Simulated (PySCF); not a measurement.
# B₂AsH₅: electronic excitations at several levels of theory, part 2 of 2

PySCF 2.14.0. Atoms count from 0. Earlier steps stand in the parts before.

### Step 9. TDDFT and polarisability: PBE0/def2-SVP

Job settings and geometry (Å):

```
{"job": {"kind": "uv", "xc": "PBE0", "basis": "def2-SVP"}, "charge": 0, "multiplicity": 1}
B     -1.205761     0.384107    -0.575723
B     -0.146408    -0.672430     0.097489
As     1.821180    -0.255619     0.087889
H     -1.374916     0.489325    -1.770948
H     -1.826853     1.150379     0.130355
H     -0.415660    -1.762310     0.548923
H      1.786714     1.255848     0.244018
H      2.096824    -0.563383     1.549080
```

With the program's defaults for keys left out, this is: TDDFT PBE0/def2-SVP, vertical, gas phase, core orbitals frozen in the response.

The program printed:

```text
coarse grid: 30056 points
cycle   1  E = -2287.8426704603  dE = -8.319e-01  |g| = 1.921e-01  |ddm| = 2.644e+00
cycle   2  E = -2287.8469356441  dE = -4.265e-03  |g| = 1.512e-01  |ddm| = 4.104e-01
cycle   3  E = -2287.8524461350  dE = -5.510e-03  |g| = 3.082e-02  |ddm| = 1.981e-01
cycle   4  E = -2287.8527793210  dE = -3.332e-04  |g| = 9.088e-03  |ddm| = 5.951e-02
cycle   5  E = -2287.8528124400  dE = -3.312e-05  |g| = 1.842e-03  |ddm| = 1.732e-02
cycle   6  E = -2287.8528136075  dE = -1.168e-06  |g| = 3.728e-04  |ddm| = 3.327e-03
final grid: 62352 points
cycle   7  E = -2287.8527884754  dE = -1.402e-08  |g| = 3.608e-04  |ddm| = 1.208e-03
cycle   8  E = -2287.8527884740  dE =  1.441e-09  |g| = 3.590e-04  |ddm| = 8.311e-04
cycle   9  E = -2287.8527885073  dE = -3.336e-08  |g| = 2.304e-05  |ddm| = 4.283e-04
cycle  10  E = -2287.8527885075  dE = -1.978e-10  |g| = 3.030e-06  |ddm| = 3.457e-05
converged SCF energy = -2287.8527885075

Static polarisability (au): isotropic 59.200, principal 44.616 52.702 80.283

Singlet excitations
state   eV       nm        f      main configurations
  1   4.3949    282.1   0.04656   H->L 0.47, H->L+1 0.42
  2   4.5323    273.6   0.05430   H->L+1 0.53, H->L 0.36, H-1->L 0.09
  3   5.2911    234.3   0.03879   H-1->L 0.74, H-1->L+1 0.11, H->L 0.09
  4   5.5791    222.2   0.03140   H-1->L+1 0.77
  5   5.9403    208.7   0.01539   H-2->L 0.81
  6   6.1493    201.6   0.04283   H-3->L 0.46, H-2->L+1 0.34, H-3->L+1 0.14
  7   6.6780    185.7   0.07798   H-2->L+1 0.46, H-3->L+1 0.25, H-3->L 0.14
  8   6.8773    180.3   0.02161   H->L+2 0.97
  9   7.2623    170.7   0.12901   H-3->L+1 0.54, H-3->L 0.36
 10   7.4706    166.0   0.03965   H->L+3 0.95

Triplet excitations (Tamm-Dancoff, eV): 3.3933 3.9035 4.5310 4.8690
```

It took 4.8 s on 1 thread of Arm Neoverse V1, shared host; peak memory 0.41 GiB.

In short: HOMO -7.35 eV, LUMO -1.85 eV; lowest singlet 4.39 eV.

### Step 10. Ultraviolet spectrum: PBE0/def2-TZVP

The job, as its differences from that of step 9:

```diff
@@ -1,2 +1,2 @@
-{"job": {"kind": "uv", "xc": "PBE0", "basis": "def2-SVP"}, "charge": 0, "multiplicity": 1}
+{"job": {"kind": "uv", "xc": "PBE0", "basis": "def2-TZVP"}, "charge": 0, "multiplicity": 1}
 B     -1.205761     0.384107    -0.575723
```

Level: TDDFT PBE0/def2-TZVP, vertical, gas phase, core orbitals frozen in the response.

The program printed:

```text
coarse grid: 30056 points
cycle   1  E = -2288.1661022490  dE = -7.991e-01  |g| = 3.921e-01  |ddm| = 2.186e+00
cycle   2  E = -2288.1688078718  dE = -2.706e-03  |g| = 3.597e-01  |ddm| = 4.329e-01
cycle   3  E = -2288.1836893673  dE = -1.488e-02  |g| = 4.289e-02  |ddm| = 2.265e-01
cycle   4  E = -2288.1842186438  dE = -5.293e-04  |g| = 1.371e-02  |ddm| = 5.745e-02
cycle   5  E = -2288.1842899578  dE = -7.131e-05  |g| = 2.313e-03  |ddm| = 1.687e-02
cycle   6  E = -2288.1842916069  dE = -1.649e-06  |g| = 4.467e-04  |ddm| = 3.053e-03
final grid: 62352 points
cycle   7  E = -2288.1842942502  dE = -3.267e-08  |g| = 4.606e-04  |ddm| = 2.568e-03
cycle   8  E = -2288.1842942393  dE =  1.096e-08  |g| = 5.186e-04  |ddm| = 9.654e-04
cycle   9  E = -2288.1842943133  dE = -7.401e-08  |g| = 3.015e-05  |ddm| = 4.787e-04
cycle  10  E = -2288.1842943136  dE = -3.370e-10  |g| = 1.180e-05  |ddm| = 4.239e-05
converged SCF energy = -2288.1842943136

Static polarisability (au): isotropic 64.908, principal 51.518 57.205 86.001

Singlet excitations
state   eV       nm        f      main configurations
  1   4.3594    284.4   0.04548   H->L 0.46, H->L+1 0.43
  2   4.4791    276.8   0.05431   H->L+1 0.51, H->L 0.38
  3   5.2623    235.6   0.03697   H-1->L 0.77, H-1->L+1 0.09, H->L 0.08
  4   5.5470    223.5   0.03017   H-1->L+1 0.78
  5   5.9127    209.7   0.01365   H-2->L 0.79, H-2->L+1 0.08
  6   6.1243    202.4   0.04282   H-3->L 0.45, H-2->L+1 0.36, H-3->L+1 0.12
  7   6.6078    187.6   0.07680   H-2->L+1 0.41, H-3->L+1 0.22, H-3->L 0.18
  8   6.6937    185.2   0.01627   H->L+2 0.94
  9   6.9493    178.4   0.05531   H->L+3 0.96
 10   7.2253    171.6   0.12566   H-3->L+1 0.59, H-3->L 0.32

Triplet excitations (Tamm-Dancoff, eV): 3.3803 3.8722 4.5219 4.8501
```

Run time: 9.6 s. Hardware: 1 thread of Arm Neoverse V1, shared host; peak memory 0.61 GiB.

In short: HOMO -7.38 eV, LUMO -1.91 eV; lowest singlet 4.36 eV.

### Step 11. Ultraviolet spectrum: PBE0/aug-cc-pVDZ

The job, as its differences from that of step 10:

```diff
@@ -1,2 +1,2 @@
-{"job": {"kind": "uv", "xc": "PBE0", "basis": "def2-TZVP"}, "charge": 0, "multiplicity": 1}
+{"job": {"kind": "uv", "xc": "PBE0", "basis": "aug-cc-pVDZ"}, "charge": 0, "multiplicity": 1}
 B     -1.205761     0.384107    -0.575723
```

Method: TDDFT PBE0/aug-cc-pVDZ, vertical, gas phase, core orbitals frozen in the response.

The program printed:

```text
coarse grid: 30056 points
cycle   1  E = -2288.1339725259  dE = -7.697e-01  |g| = 1.456e-01  |ddm| = 6.861e+00
cycle   2  E = -2288.1376762198  dE = -3.704e-03  |g| = 1.172e-01  |ddm| = 1.363e+00
cycle   3  E = -2288.1431771101  dE = -5.501e-03  |g| = 2.795e-02  |ddm| = 4.592e-01
cycle   4  E = -2288.1434746545  dE = -2.975e-04  |g| = 9.304e-03  |ddm| = 9.773e-02
cycle   5  E = -2288.1435059013  dE = -3.125e-05  |g| = 1.676e-03  |ddm| = 3.113e-02
cycle   6  E = -2288.1435067023  dE = -8.010e-07  |g| = 4.175e-04  |ddm| = 5.781e-03
final grid: 62352 points
cycle   7  E = -2288.1434854460  dE = -3.216e-08  |g| = 3.932e-04  |ddm| = 6.823e-03
cycle   8  E = -2288.1434854436  dE =  2.466e-09  |g| = 4.096e-04  |ddm| = 2.338e-03
cycle   9  E = -2288.1434855067  dE = -6.315e-08  |g| = 3.594e-05  |ddm| = 1.176e-03
cycle  10  E = -2288.1434855072  dE = -4.816e-10  |g| = 5.765e-06  |ddm| = 1.053e-04
converged SCF energy = -2288.1434855072

Static polarisability (au): isotropic 68.509, principal 55.688 60.127 89.711

Singlet excitations
state   eV       nm        f      main configurations
  1   4.3608    284.3   0.04969   H->L+1 0.45, H->L 0.44
  2   4.4539    278.4   0.05629   H->L+1 0.50, H->L 0.41
  3   5.2417    236.5   0.03764   H-1->L 0.79
  4   5.5345    224.0   0.03024   H-1->L+1 0.80
  5   5.9057    209.9   0.01036   H-2->L 0.78, H-2->L+1 0.09
  6   6.1020    203.2   0.04579   H-3->L 0.45, H-2->L+1 0.37, H-3->L+1 0.09
  7   6.3126    196.4   0.05470   H->L+2 0.94
  8   6.4932    190.9   0.04565   H->L+3 0.92
  9   6.5778    188.5   0.06252   H-2->L+1 0.39, H-3->L 0.22, H-3->L+1 0.20
 10   6.9988    177.2   0.11440   H->L+5 0.65, H->L+4 0.15

Triplet excitations (Tamm-Dancoff, eV): 3.3928 3.8658 4.5199 4.8334
```

It took 8.9 s on 1 thread of Arm Neoverse V1, shared host; peak memory 0.56 GiB.

In short: HOMO -7.39 eV, LUMO -1.93 eV; lowest singlet 4.36 eV.

### Step 12. Side by side: electronic excitations

Excitations and ground-state properties, with basis size and wall time:

```
                run  lowest singlet (eV)  brightest (eV)      f  gap (eV)  α (Å³)  μ (D)  functions   time
    B3LYP/def2-SVPD                 4.32            7.11  0.132      5.09   10.09   0.38        118   20 s
     PBE0/def2-SVPD                 4.37            7.21  0.145      5.46   10.01   0.43        118   18 s
BHandHLYP/def2-SVPD                 4.56            7.73  0.189      7.36    9.60   0.40        118   14 s
CAM-B3LYP/def2-SVPD                 4.44            7.58  0.203      7.77    9.82   0.39        118   24 s
  wB97X-D/def2-SVPD                 4.49            7.62  0.220      9.06    9.87   0.41        118   24 s
  LC-wPBE/def2-SVPD                 4.56            8.00  0.213     10.17    9.50   0.48        118   21 s
        PBE0/6-31G*                 4.47            7.40  0.155      5.61    8.32   0.62         70    4 s
      PBE0/def2-SVP                 4.39            7.26  0.129      5.50    8.77   0.51         85  4.8 s
     PBE0/def2-TZVP                 4.36            7.23  0.126      5.47    9.62   0.43        140  9.6 s
   PBE0/aug-cc-pVDZ                 4.36            7.00  0.114      5.45   10.15   0.42        127  8.9 s
```

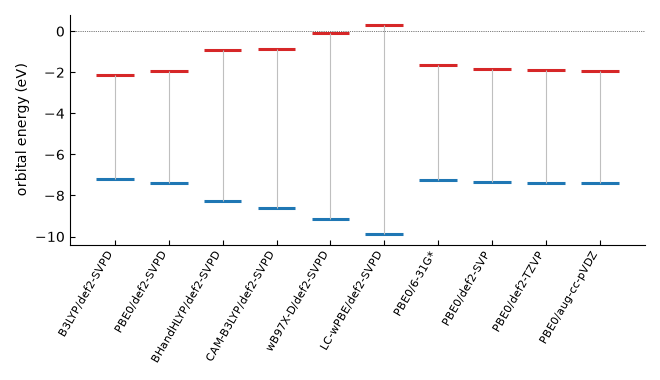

HOMO (blue) and LUMO (red) run by run.

### Step 13. What came out

What follows sums up all 2 parts.

| quantity | value |
| --- | --- |
| lowest singlet (B3LYP/def2-SVPD) | 4.32 eV (287 nm), f = 0.031 |
| brightest single state of those computed | state 10, 7.11 eV, f = 0.132 |
| lowest triplet | 3.43 eV |
| vertical ionisation energy (ΔSCF) | 9.52 eV |
| vertical electron affinity (ΔSCF) | 0.19 eV |
| range of the lowest singlet | 4.32 to 4.56 eV |

**Reading.** Single values in the summary come from the first run of each kind that ended normally (B3LYP/def2-SVPD), which need not be the best level. The lowest singlet, at 4.32 eV, is HOMO→LUMO+1 0.65, HOMO→LUMO 0.27 and is weak; of the 10 states computed, the strongest absorption comes from state 10 at 7.11 eV (the last computed, so partners may be missing). The lowest triplet lies 0.89 eV below the lowest singlet (triplets in Tamm-Dancoff, singlets in full TDDFT). ΔSCF puts the ionisation energy at 9.52 eV, 2.32 eV above −ε(HOMO). The lowest singlet runs from 4.32 eV (B3LYP/def2-SVPD) to 4.56 eV (LC-wPBE/def2-SVPD), while the orbital gap spans 5.09 to 10.17 eV. The lowest state need not be the same one in every run.
